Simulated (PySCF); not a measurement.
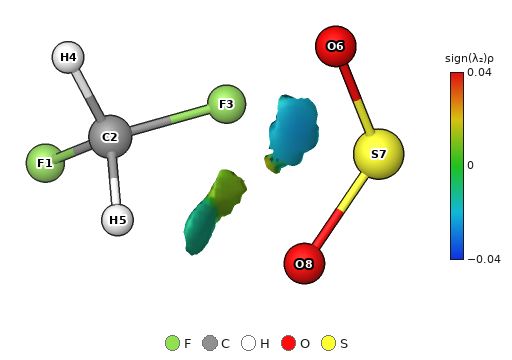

Figure 1: CH2F2O2S, SMILES `FCF.O=S=O`. Non-covalent interaction surfaces between the fragments (reduced density gradient s = 0.4, coloured by sign(λ₂)ρ in a.u.; trimmed to the region between the fragments where ρ is under 0.06 a.u.). Fragment A: H2CF2 (atoms 1–5); fragment B: SO2.

Method: TPSS/aug-cc-pVDZ; geometry: GFN2-xTB; program: PySCF. GFN2-xTB bond lengths at metals and heavier atoms can be off by up to 0.1 Å and shapes distorted, which carries into these values.

Cartesian coordinates (Å):

```
F1      -2.8943   -0.1781    0.0264
C2      -1.6371    0.0751    0.4160
F3      -0.9476    0.4976   -0.6775
H4      -1.6420    0.8866    1.1542
H5      -1.1705   -0.8505    0.7772
O6       1.6877    1.0281    0.5800
S7       1.5681   -0.0760   -0.3278
O8       1.0775   -1.2963    0.2547
```

> Interpret the surfaces between the fragments.

Bond critical points between the fragments: F3···S7, 2.60 Å, ρ = 0.023 a.u.; H5···O8, weak C–H hydrogen bond, 2.35 Å, ρ = 0.013 a.u. The strongest appears blue-green. Several contacts close a ring, whose ring point adds a part with positive λ₂ between them. The pose is a local one from a semi-empirical search, not shown to be the most stable.

> How strongly are they bound?

The counterpoise-corrected interaction energy of the frozen fragments is +1.2 kcal/mol without dispersion correction and −0.7 kcal/mol with D3(BJ). The pair geometry is semi-empirical, not a minimum at this level.
